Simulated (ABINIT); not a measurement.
# Quasiparticle gap of CsGeCl3 (R3m) in ABINIT, part 3 of 3

Wanted: ground state, empty states, screening and self-energy for CsGeCl3 (R3m).

ABINIT 10.8.3; LDA and many-body steps on it, plane waves. Known limits of the many-body steps: not at the basis limit; no spin-orbit coupling; coarse k mesh.

So far. Step 4 (Empty states on the mesh, 2×2×2 mesh, 188 bands): On this mesh the gap is 1.977 eV. Step 5 (Screening, 2×2×2 mesh, 172 bands, screening to 119.7 eV): Local fields lower ε∞ by 18 %. On a Γ-centred mesh this coarse the value itself is usually too large, while a short band sum pulls it down.

### 6. Self-energy, 2×2×2 mesh, 172 bands, screening to 119.7 eV

The self-energy is evaluated for the states that the input lists, and the levels follow from it, in one-shot runs by the linearised quasiparticle equation.

This step: G0W0 on LDA, plane waves, norm-conserving pseudopotentials.

Input file run.abi:

```
acell 3*1.0 Angstrom
rprim 
  3.846816390705 2.220960478697 3.178300533600
  -3.846816390705 2.220960478697 3.178300533600
  -0.000000000000 -4.441920957394 3.178300533600
ntypat 3
znucl 55 32 17
natom 5
typat 1 2 3 3 3
xred 
  0.998403350000 0.998403350000 0.998403350000
  0.515533150000 0.515533150000 0.515533150000
  0.496712670000 0.496712670000 0.948638170000
  0.496712670000 0.948638170000 0.496712670000
  0.948638170000 0.496712670000 0.496712670000
pp_dirpath "pseudos"
pseudos "Cs.upf, Ge.upf, Cl.upf"
ecut 56
ngkpt 2 2 2
nshiftk 1
shiftk 0 0 0
kptopt 1
chksymbreak 0
istwfk *1
occopt 1
irdwfk 1
optdriver 4
nband 172
gwcalctyp 0
ecutsigx 56
symsigma 1
nkptgw 2
kptgw 
  0.5000000000 0.5000000000 0.5000000000
  0.0000000000 0.0000000000 0.0000000000
bdgw 
  25 28
  24 29
ecuteps 4.4
irdscr 1
ppmodel 1
indata_prefix "in"
outdata_prefix "out"
tmpdata_prefix "tmp"
```

Launch:

```console
OMP_NUM_THREADS=1 mpirun -n 4 abinit run.abi > log
```

Numbers of over 12 decimals in the logs are rounded to 6 here.

The program printed:

```text
.Version 10.8.3 of ABINIT. v10.8.2 released Aug 2026.

 Symmetries : space group R3 m (#160); Bravais hR (rhombohedral)
[... echo of the input left out ...]
== DATASET  1 ==================================================================
-   mpi_nproc: 4, omp_nthreads: 1 (-1 if OMP is not activated)

--- !DatasetInfo
iteration_state: {dtset: 1, }
dimensions: {natom: 5, nkpt: 4, mband: 172, nsppol: 1, nspinor: 1, nspden: 1, mpw: 22041, }
cutoff_energies: {ecut:  56.0, pawecutdg:  -1.0, }
electrons: {nelect:   5.20000000E+01, charge:   0.00000000E+00, occopt:   1.00000000E+00, tsmear:   1.00000000E-02, }

 SIGMA: Calculation of the GW corrections

 Based on a program developped by R.W. Godby, V. Olevano, G. Onida, and L. Reining.
 Incorporated in ABINIT by V. Olevano, G.-M. Rignanese, and M. Torrent.
.Using double precision arithmetic ; gwpc =  8

[... cell and pseudopotentials left out ...]
--------------------------------------------------------------------------------

 ==== K-mesh for the wavefunctions ====
 Number of points in the irreducible wedge :     4
[... list of points left out ...]
 Together with  6 symmetry operations and time-reversal symmetry
 yields     8 points in the full Brillouin Zone.

 ==== Q-mesh for screening function ====
 Number of points in the irreducible wedge :     4
[... list of points left out ...]
 Together with  6 symmetry operations and time-reversal symmetry
 yields     8 points in the full Brillouin Zone.

 vcoul_init : cutoff-mode = AUXILIARY_FUNCTION
 q-points for optical limit:   1
     1)      0.000010    0.000020    0.000030
 setmesh: FFT mesh size selected  =    72x   72x   72
          total number of points  =       373248

 Number of electrons calculated from density =   52.0000; Expected =   52.0000
 average of density, n =  0.047295
 r_s =    1.7154
 omega_plasma =   20.9780 [eV]

 === KS Band Gaps ===
  >>>> For spin  1
   Minimum direct gap =   1.9771 [eV], located at k-point      :   0.5000  0.5000  0.5000
   Fundamental gap    =   1.9771 [eV], Top of valence bands at :   0.5000  0.5000  0.5000
                                       Bottom of conduction at :   0.5000  0.5000  0.5000
 SIGMA fundamental parameters:
 PLASMON POLE MODEL  1
 number of plane-waves for SigmaX                22041
 number of plane-waves for SigmaC and W            467
 number of plane-waves for wavefunctions         22041
 number of bands                                   172
 number of independent spin polarizations            1
 number of spinorial components                      1
 number of k-points in IBZ                           4
 number of q-points in IBZ                           4
 number of symmetry operations                       6
 number of k-points in BZ                            8
 number of q-points in BZ                            8
 number of frequencies for dSigma/dE                 9
 frequency step for dSigma/dE [eV]                0.25
 number of omega for Sigma on real axis              0
 max omega for Sigma on real axis  [eV]           0.00
 zcut for avoiding poles [eV]                     0.10

 EPSILON^-1 parameters (SCR file):
 dimension of the eps^-1 matrix on file            467
 dimension of the eps^-1 matrix used               467
 number of plane-waves for wavefunctions         22041
 number of bands                                   172
 number of q-points in IBZ                           4
 number of frequencies                               2
 number of real frequencies                          1
 number of imag frequencies                          1

 matrix elements of self-energy operator (all in [eV])

 Perturbative Calculation

--- !SelfEnergy_ee
iteration_state: {dtset: 1, }
kpoint     : [   0.500,    0.500,    0.500, ]
spin       : 1
KS_gap     :    1.977
QP_gap     :    3.618
Delta_QP_KS:    1.641
data: !SigmaeeData |
     Band     E0 <VxcDFT>   SigX SigC(E0)      Z dSigC/dE  Sig(E)    E-E0       E
       25  -0.190 -14.219 -18.514   3.009   0.772  -0.295 -15.212  -0.993  -1.183
       26   1.959 -14.764 -16.833   1.541   0.788  -0.269 -15.180  -0.416   1.543
       27   3.936 -11.282  -6.604  -3.162   0.808  -0.237 -10.057   1.225   5.161
       28   3.936 -11.282  -6.604  -3.162   0.808  -0.237 -10.057   1.225   5.161

--- !SelfEnergy_ee
iteration_state: {dtset: 1, }
kpoint     : [   0.000,    0.000,    0.000, ]
spin       : 1
KS_gap     :    5.520
QP_gap     :    7.238
Delta_QP_KS:    1.718
data: !SigmaeeData |
     Band     E0 <VxcDFT>   SigX SigC(E0)      Z dSigC/dE  Sig(E)    E-E0       E
       24  -0.526 -14.055 -18.275   2.966   0.773  -0.294 -15.024  -0.969  -1.496
       25  -0.526 -14.055 -18.275   2.966   0.773  -0.294 -15.024  -0.969  -1.496
       26  -0.340 -13.977 -17.781   2.681   0.775  -0.291 -14.847  -0.870  -1.210
       27   5.180  -7.348  -3.022  -3.316   0.839  -0.192  -6.500   0.848   6.028
       28   6.059  -7.267  -2.987  -3.207   0.841  -0.189  -6.365   0.902   6.961
       29   6.059  -7.267  -2.987  -3.207   0.841  -0.189  -6.365   0.902   6.961

== END DATASET(S) ==============================================================
================================================================================

 -outvars: echo values of variables after computation  --------
           etotal      0.0000000000E+00
            nband         172
             nkpt           4
          spgroup         160
 [... the other variables as echoed above ...]

 Calculation completed.
```

It took 16 s on 4 MPI ranks of AMD EPYC 9R45, shared host; peak memory 2 GiB; 64 s of CPU time.

Numbers from this step:

```yaml
g0w0_gap_on_the_points_computed: 3.618 eV
starting_gap_on_the_mesh: 1.977 eV
k_of_the_valence_top: 0.5, 0.5, 0.5
k_of_the_conduction_bottom: 0.5, 0.5, 0.5
z_at_the_valence_top: 0.788
z_at_the_conduction_bottom: 0.808
least_direct_g0w0_gap_on_the_computed_points: 3.618 eV
```

The gap on the mesh goes from 1.98 eV to 3.62 eV, a correction of +1.64 eV.

Limits: finite bands, cutoff and mesh; no spin-orbit coupling; coarse k mesh. v1 is the top filled band, c1 the lowest empty one. Levels before and after the correction, in eV, zero at the valence-band top of each column:

```csv
,conduction bottom,valence top
Kohn-Sham,1.98,0.00
G0W0,3.62,0.00
```

```csv
,level,energy (eV)
Kohn-Sham,(0.5 0.5 0.5) v2,-2.149
Kohn-Sham,(0.5 0.5 0.5) v1,0.000
Kohn-Sham,(0.5 0.5 0.5) c1-c2,1.977
G0W0,(0.5 0.5 0.5) v2,-2.726
G0W0,(0.5 0.5 0.5) v1,0.000
G0W0,(0.5 0.5 0.5) c1-c2,3.618
```

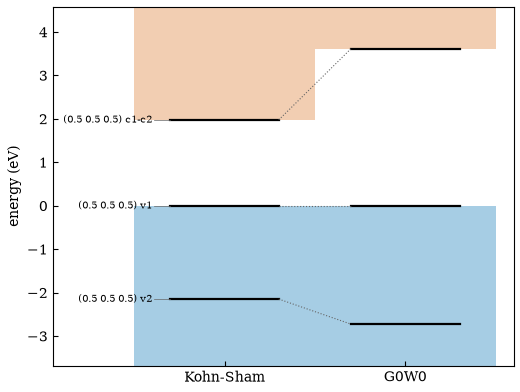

Levels before and after the correction. Shaded: valence and conduction bands.

### 7. Where the time went

Times are wall times on 4 MPI ranks of AMD EPYC 9R45, shared host, good to a factor of about two.

```csv
step,time,share,memory (GiB)
ground state,1.8 min,24 %,0.79
bands along the symmetry lines,1.9 min,25 %,0.81
empty states on the mesh,2.6 min,34 %,0.76
screening,54 s,12 %,2.9
self-energy,16 s,4 %,2.0
```

### 8. Results

| Item | Value |
| --- | --- |
| LDA gap | 1.98 eV, indirect (only 2 meV under the direct gap) |
| G0W0 gap on the mesh | 3.62 eV |
| GW settings | 2×2×2 mesh, 172 bands, screening to 119.7 eV, Godby-Needs plasmon pole |
| known limits | not at the basis limit; no spin-orbit coupling; coarse k mesh |

**Reading.** G0W0 moves the gap on the mesh from 1.98 eV to 3.62 eV (+1.64 eV), with Z of 0.79 and 0.81 at the edges. Local fields lower the RPA ε∞ on this mesh from 7.23 to 5.96; a Γ-centred mesh this coarse tends to raise both, most where the direct gap is narrow, while a short band sum lowers them. Only 2 of the mesh's irreducible points were corrected, so a valley elsewhere could overtake. Bands and cutoff are finite, so the gap is not at the basis limit. The miss can reach some tenths of an eV and take either sign; the mesh is an error of its own. In the G0W0 run levels were corrected at 2 k points alone, so a gap called «on the mesh» is the least over those, and an edge elsewhere would be missed. The 2×2×2 mesh is coarse for this cell, which bears on the long-range parts of exchange and screening. The many-body steps are scalar-relativistic: spin-orbit coupling is not in them.

[Paths, hosts, dates, memory and timing lines, banners, echoed tables and standing remarks are left out of the program output.]

[Logs are printed without paths, hosts, clocks, repeated set-up lines and the standing remarks that a program may print on its own settings, such as how far it seeks lower states.]

[Runs of the session that timed out or met a known fault of the program may be left out.]

[Hosts, paths, dates, database ids (printed as entryN), source tags and the programs' standing remarks are cut or masked in the printed files.]

[G0W0 gaps are taken among the corrected bands and points alone; a level outside them can change the order at an edge.]

[Where Ansatz stands beside ABINIT at settings called matched, ABINIT's density can come from a denser mesh and the files from another edition; pairs whose starting gaps differed by over 0.03 eV were left out, so agreement reads better than it is.]
